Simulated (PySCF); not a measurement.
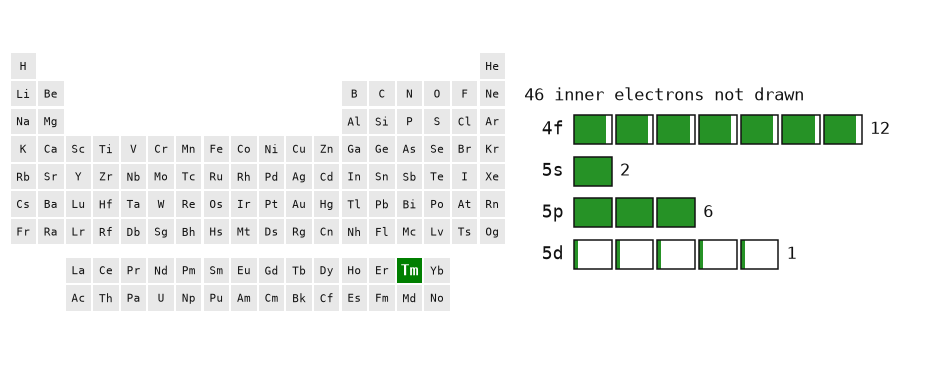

*Left, the place of thulium in the periodic table; right, the outer shells of the nominal configuration: a box for each of the 2l + 1 orbitals, shaded by the share of the shell that is filled, with the electron count at the right.*

**Atomic calculation for Tm²⁺**

System: Tm²⁺, configuration 1s2 2s2 2p6 3s2 3p6 3d10 4s2 4p6 4d10 4f12 5s2 5p6 5d1, multiplicity 4.
Method: unrestricted MN15, x2c-TZVPPall, spin-free X2C-1e, Gaussian nucleus (PySCF).

## Key numbers

```
      quantity                      value
       outcome                  converged
  total energy        −13575.8588 hartree
          ⟨S²⟩                      3.752
          ⟨L²⟩                      29.90
SCF iterations                         15
      hardware  1 CPU thread, shared host
      CPU time     19 s (integrals apart)
```

## Remarks

This is not the ground configuration of the species. ⟨L²⟩ departs from that of the intended term, so the determinant mixes terms.

## The input
```python
from pyscf import gto, scf, dft, mp, cc
import basis_set_exchange as bse
mol = gto.M(atom="Tm 0 0 0", charge=2, spin=3, symmetry="D2h",
            basis=gto.basis.parse(bse.get_basis("x2c-TZVPPall", elements=["Tm"], fmt="nwchem")),
            nucmod="G")
mf = dft.UKS(mol, xc="MN15").sfx2c1e()
mf.irrep_nelec = {'Ag': (10, 9), 'B1g': (2, 2), 'B2g': (2, 2), 'B3g': (2, 2), 'Au': (1, 1), 'B1u': (6, 4), 'B2u': (6, 6), 'B3u': (6, 6)}
mf.kernel()
```

The script is an equivalent of what the driver set up; the driver started from orbitals of its own, so the log can be shorter than this script's would be, and it computed the properties (radii, ⟨L²⟩, response) afterwards. It held the occupations shell by shell, which the script's counts by irreducible representation don't always enforce.

## Log (extracts)
```
damping factor = 0
level_shift factor = 0
DIIS = <class 'pyscf.scf.diis.CDIIS'>
diis_start_cycle = 1
diis_space = 10
diis_damp = 0
SCF conv_tol = 1e-09
SCF conv_tol_grad = None
number electrons alpha = 35  beta = 32
XC functionals = MN15
    H. S. Yu, X. He, S. L. Li, and D. G. Truhlar.,  Chem. Sci. 7, 5032-5051 (2016)
    H. S. Yu, X. He, S. L. Li, and D. G. Truhlar.,  Chem. Sci. 7, 5032-5051 (2016)
cycle= 1 E= -13575.8083025799  delta_E= -0.114  |g|= 0.841  |ddm|= 0.622
cycle= 2 E= -13575.6891764913  delta_E= 0.119  |g|= 1.56  |ddm|= 0.599
cycle= 3 E= -13575.8593634811  delta_E= -0.17  |g|= 0.0258  |ddm|= 0.371
cycle= 4 E= -13575.8595722353  delta_E= -0.000209  |g|= 0.013  |ddm|= 0.0423
cycle= 5 E= -13575.8597158662  delta_E= -0.000144  |g|= 0.0039  |ddm|= 0.0347
cycle= 6 E= -13575.8597417178  delta_E= -2.59e-05  |g|= 0.00393  |ddm|= 0.00677
cycle= 7 E= -13575.8587683817  delta_E= 0.000973  |g|= 0.0111  |ddm|= 0.442
cycle= 8 E= -13575.8588765031  delta_E= -0.000108  |g|= 0.0159  |ddm|= 0.139
cycle= 9 E= -13575.858816597  delta_E= 5.99e-05  |g|= 0.0159  |ddm|= 0.0362
cycle= 10 E= -13575.8588465072  delta_E= -2.99e-05  |g|= 0.0117  |ddm|= 0.012
cycle= 11 E= -13575.8588139754  delta_E= 3.25e-05  |g|= 0.00293  |ddm|= 0.152
cycle= 12 E= -13575.858814393  delta_E= -4.18e-07  |g|= 0.00087  |ddm|= 0.0121
cycle= 13 E= -13575.8588136319  delta_E= 7.61e-07  |g|= 0.000288  |ddm|= 0.0126
cycle= 14 E= -13575.8588136672  delta_E= -3.54e-08  |g|= 3.12e-05  |ddm|= 0.000589
cycle= 15 E= -13575.8588136677  delta_E= -4.98e-10  |g|= 2.01e-05  |ddm|= 0.00012
converged SCF energy = -13575.8588136677  <S^2> = 3.7515567  2S+1 = 4.0007783
```

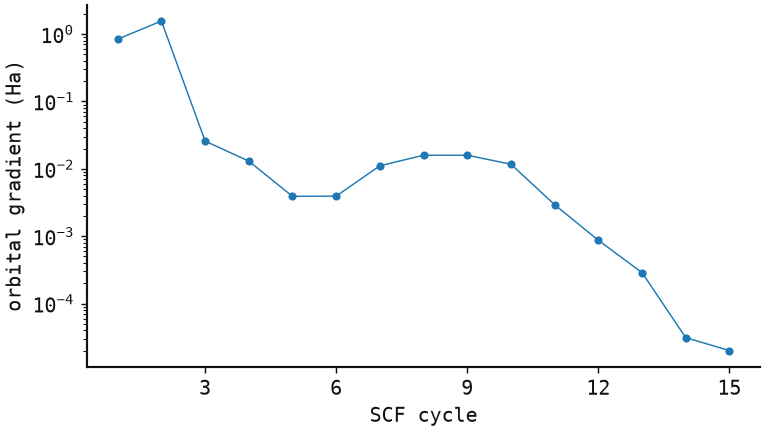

*Convergence: orbital gradient against the SCF cycle.*

The residual comes down, with one marked jump up, by a factor of about 3, at step 7. It goes from 0.84 to 2.0×10⁻⁵ in 15 steps.

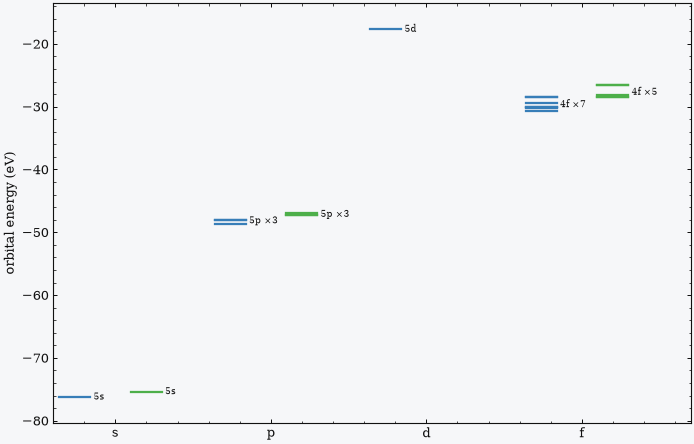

*Orbital energies of the mean field, from the top down to −76.2 eV, by angular momentum, α spin at the left of each column and β at the right; ×n counts the orbitals under one label. Empty levels that the record names by l alone aren't drawn.*

The highest filled orbital is 5d α at −17.6 eV, the lowest empty one f β at −19.3 eV.
